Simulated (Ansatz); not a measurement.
## Profile along the Si–Si line in Ta5Si3 (space group I4/mcm)

Ta₅Si₃ (space group I4/mcm)

```yaml
crystal:
  lattice:
    - [-3.25176, 3.25176, 5.90702]
    - [3.25176, -3.25176, 5.90702]
    - [3.25176, 3.25176, -5.90702]
  atoms:
    - { symbol: Ta, position: [0.01442, 0.18504, 0.50000] }
    - { symbol: Ta, position: [0.98558, 0.81496, 0.50000] }
    - { symbol: Ta, position: [0.18504, 0.68504, 0.17062] }
    - { symbol: Ta, position: [0.81496, 0.31496, 0.82938] }
    - { symbol: Ta, position: [0.68504, 0.51442, 0.50000] }
    - { symbol: Ta, position: [0.31496, 0.48558, 0.50000] }
    - { symbol: Ta, position: [0.51442, 0.01442, 0.82938] }
    - { symbol: Ta, position: [0.48558, 0.98558, 0.17062] }
    - { symbol: Ta, position: [0.50000, 0.50000, 0.00000] }
    - { symbol: Ta, position: [0.00000, 0.00000, 0.00000] }
    - { symbol: Si, position: [0.13020, 0.63020, 0.76040] }
    - { symbol: Si, position: [0.86980, 0.36980, 0.23960] }
    - { symbol: Si, position: [0.63020, 0.86980, 0.50000] }
    - { symbol: Si, position: [0.36980, 0.13020, 0.50000] }
    - { symbol: Si, position: [0.75000, 0.75000, 0.00000] }
    - { symbol: Si, position: [0.25000, 0.25000, 0.00000] }
```

Fields along a shortest Si–Si line of a (001) plane (2.40 Å), from Si to Si, interpolated on the slice's grid (step about 0.2 Å). These are PBEsol (plane waves to 420 eV, PAW, scalar-relativistic; Ansatz, a program for electronic structure) values and carry that method's errors. k mesh 8×8×8. Inside the PAW spheres the values are not all-electron values, and peaks at nuclei hang on which shells count as valence. Spin-orbit coupling is left out, though Ta is heavy. Ta5Si3 is run without spin polarisation. Ta5Si3 was relaxed with its symmetry unable to fall.

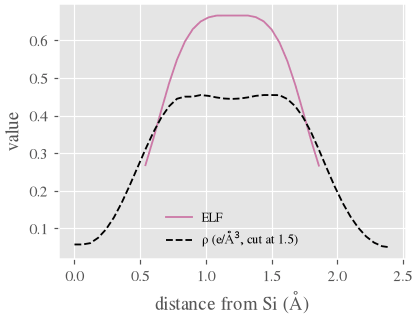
*ELF (away from the nuclei) and valence density from Si to Si.*

Density on the Si–Si line (2.40 Å) at its midpoint: 0.44 e/Å³. ELF at that point: 0.7. ELF maximum in the middle third of the Si–Si line: 0.67, 1.1 Å from Si.
